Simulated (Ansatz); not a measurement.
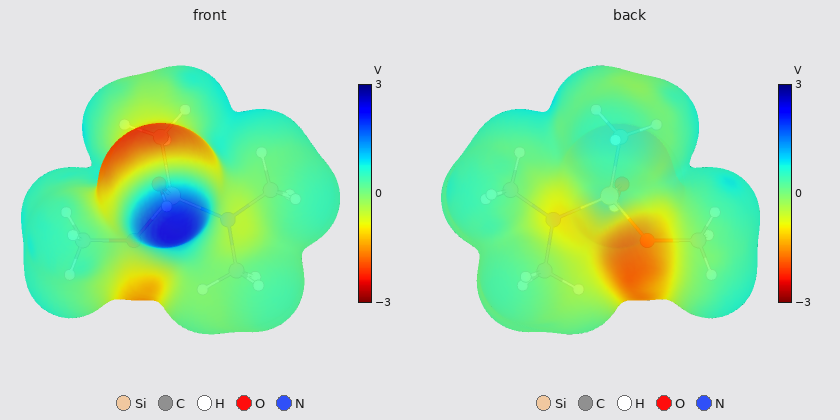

*C4H13NO2Si. The molecular electrostatic potential painted on the density surface at 0.002 e/bohr³, seen from the front and from behind; the colour scale runs from red (negative) to blue (positive).*

These are results of RKS B3LYP-D4/6-31G in Ansatz, not measurements.

The calculation's input:

```
crystal:
  periodic: [false, false, false]
  atoms:
    - { symbol: Si, position_ang: [0.0, 0.0, 0.0] }
    - { symbol: C, position_ang: [0.0, 0.0, 1.87] }
    - { symbol: H, position_ang: [-0.9996, -0.3092, 2.2405] }
    - { symbol: H, position_ang: [0.7676, -0.7111, 2.2405] }
    - { symbol: H, position_ang: [0.232, 1.0203, 2.2405] }
    - { symbol: O, position_ang: [1.5842, 0.0, -0.5594] }
    - { symbol: H, position_ang: [1.9006, -0.9521, -0.6761] }
    - { symbol: "N", position_ang: [-0.8572, 1.4851, -0.6061] }
    - { symbol: C, position_ang: [-2.2719, 1.4087, -0.9981] }
    - { symbol: H, position_ang: [-2.8245, 0.7784, -0.2704] }
    - { symbol: H, position_ang: [-2.7088, 2.429, -1.0098] }
    - { symbol: H, position_ang: [-2.3521, 0.9607, -2.0106] }
    - { symbol: C, position_ang: [-0.1354, 2.762, -0.7039] }
    - { symbol: H, position_ang: [-0.2436, 3.1711, -1.73] }
    - { symbol: H, position_ang: [-0.5567, 3.4827, 0.0276] }
    - { symbol: H, position_ang: [0.9399, 2.5975, -0.4831] }
    - { symbol: O, position_ang: [-0.7913, -1.3709, -0.5594] }
    - { symbol: C, position_ang: [-1.5365, -2.2685, 0.2501] }
    - { symbol: H, position_ang: [-1.2251, -2.1576, 1.3097] }
    - { symbol: H, position_ang: [-2.6187, -2.04, 0.1571] }
    - { symbol: H, position_ang: [-1.349, -3.3106, -0.083] }
basis:
  gaussian: { orbitals: "6-31G" }
hamiltonian:
  xc: b3lyp
  dispersion: d4
relax:
  f_tol: 0.02
  max_steps: 40
output:
  orbitals: {}
```

Launched as:

```sh
ansatz run input.yaml --threads 2 --pin off --max-ram 3072MiB --backend cpu --events-out ev --progress --plain --runs-dir out
```

The fields are those of the run's last geometry, not of the input's.

Question: Where is the surface potential most negative and most positive?

Answer: The most negative region (about −2.1 V, or −48 kcal/mol for a unit charge) lies over O6, the most positive (about +2.2 V, or +51 kcal/mol for a unit charge) over H7. O6 is the likeliest acceptor of a hydrogen bond.
